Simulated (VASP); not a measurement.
Band structure of EuS (rock salt). Method: PBE GGA, VASP's PBE PAW potentials (set 64) (plane waves; VASP).

The 4f electrons are frozen in the core of the lanthanide potential, so 4f levels, which can set the real gap, and their magnetism are missing.

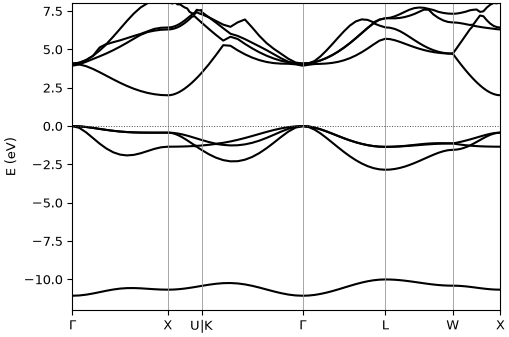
Bands along high-symmetry lines, zero at the valence-band maximum or, without a gap, the Fermi level

Q: Read the plot: is there a gap, and where are the band edges?

A: The gap is indirect, 2.01 eV, from the valence maximum at Γ to the conduction minimum at X. (Edges off the drawn lines would not show.)

The compound is EuS in the rock salt structure. It was relaxed first.
